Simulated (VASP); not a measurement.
Band structure of Tl (space group P6_3/mmc). Calculation: PBE GGA, VASP's PBE PAW potentials (set 64) (plane waves; VASP 6.6.1).

Unless said otherwise, spin-orbit coupling is left out, though it shifts the bands of the heavy elements here.

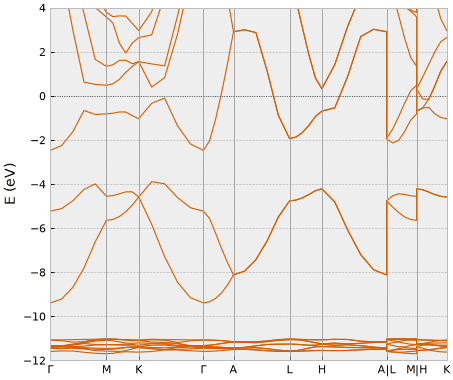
Bands along high-symmetry lines, zero at the valence-band maximum or, without a gap, the Fermi level

Question: Read the plot: is there a gap, and where are the band edges?

Answer: It has no gap at this level: it comes out as a metal or semimetal.

The structure comes from a computed database's Tl entry; how it stands against other phases isn't given here. The cell was not relaxed at this level.
